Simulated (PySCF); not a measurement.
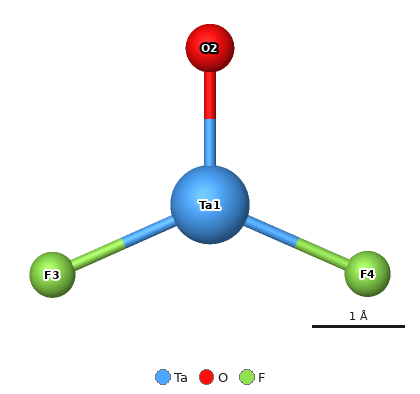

**Figure 1.** The structure (ball-and-stick view, seen on its broad side; atoms are numbered from 1 in the order of the input). Sticks mark near contacts. Bond lengths as drawn: F–Ta 1.88 Å and O–Ta 1.71 Å.

Run report: TaOF2, frequency calculation

TaOF2, multiplicity 2, computed with UKS-based PBE0, Ta def2-TZVP with ECP60, O def2-TZVP, F def2-TZVP; non-relativistic Hamiltonian with a scalar-relativistic core potential; density fitting (PySCF 2.14.0).

## What the program printed
```
init E= -331.945691539214
  alpha nocc = 20  HOMO = -0.265059795643324  LUMO = -0.0734616105297157
  beta  nocc = 19  HOMO = -0.363760481582306  LUMO = -0.122388804448185
  HOMO = -0.265059795643  LUMO = -0.122388804448  gap/eV = 3.88228
cycle= 1 E= -331.945691539207  delta_E= 7.28e-12  |g|= 4.89e-06  |ddm|= 3.27e-06
  alpha nocc = 20  HOMO = -0.265060590698084  LUMO = -0.0734626310138609
  beta  nocc = 19  HOMO = -0.363758568996022  LUMO = -0.122389556619407
  HOMO = -0.265060590698  LUMO = -0.122389556619  gap/eV = 3.88228
Extra cycle  E= -331.945691539137  delta_E= 7.02e-11  |g|= 1.44e-05  |ddm|= 9.04e-06
converged SCF energy = -331.945691539137  <S^2> = 0.75513387  2S+1 = 2.0051273
```

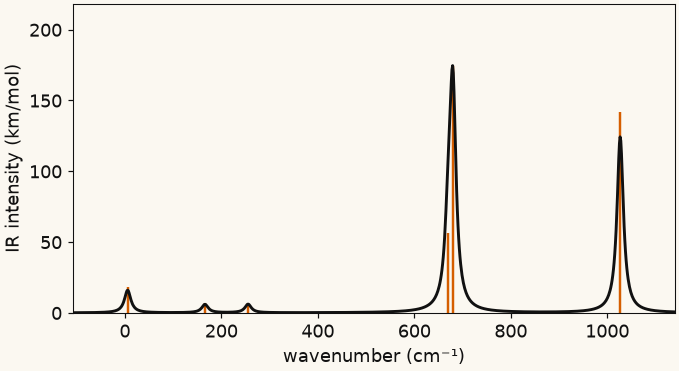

**Figure 2.** Harmonic infrared spectrum, unscaled: sticks (degenerate modes added up, dark ones marked on the axis) with a Lorentzian envelope of 16 cm⁻¹ full width, scaled to the tallest stick. 6 modes from 6 to 1027 cm⁻¹, none imaginary. The strongest line is at 680 cm⁻¹ (175 km/mol). All modes, in cm⁻¹ (km/mol): 6 (18.2), 166 (6.7), 255 (6.9), 670 (56), 680 (175), 1027 (142).

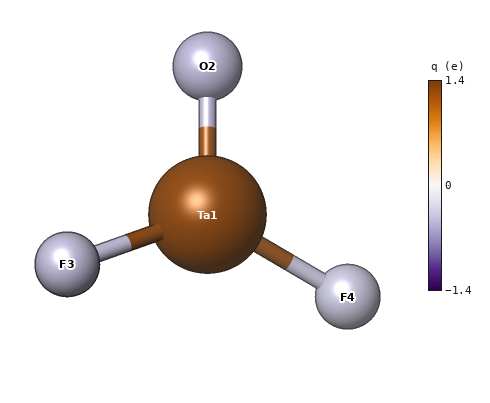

**Figure 3.** Mulliken charges, as the colour of each atom (ball-and-stick view, seen at a tilt; atoms are numbered from 1 in the order of the input). By element: Ta +1.33, O −0.51 and F −0.41 e.

The run was set up as follows.

## Input
```python
from pyscf import gto, scf, dft
mol = gto.M(atom='''
Ta    -0.005676     0.000000    -0.003569
O     -1.452534     0.000000    -0.913391
F     -0.276645     0.000000     1.857693
F      1.554425     0.000000    -1.054191''',
    basis={'Ta': 'def2-TZVP', 'O': 'def2-TZVP', 'F': 'def2-TZVP'},
    ecp={'Ta': 'def2-TZVP'},
    charge=0, spin=1)
mf = dft.UKS(mol, xc='PBE0')
mf.grids.atom_grid = (75, 302)
aux = {'Ta': 'def2-universal-JKFIT', 'O': 'def2-universal-JKFIT', 'F': 'def2-universal-JKFIT'}
mf = mf.density_fit(auxbasis=aux)
mf.conv_tol = 1e-09
mf.diis_space = 10
mf.max_cycle = 60
mf.verbose = 4
mf.kernel()
```

The script is an equivalent of the set-up of the self-consistent field. The run itself was carried out by a driver, which started from the orbitals of the step before it where there was one and computed the further properties.

Launched with:
```bash
OMP_NUM_THREADS=4 python axn.py task.json out
```

## Summary

| quantity | value |
| --- | --- |
| outcome | converged |
| total energy | −331.945692 hartree |
| ⟨S²⟩ | 0.755 |
| zero-point energy | 0.006388 hartree |
| dipole moment | 2.03 D |
| wavenumbers, lowest and highest | 6 and 1027 cm⁻¹ |
| hardware | 4 threads of Arm Neoverse V2, 24 GiB of memory available, shared host |
| wall time | 51 s (CPU time 2.9 min) |
| peak memory | 1.5 GiB |

## Notes

Checks after the run noted: a mode under 25 cm-1 is near the numerical noise.
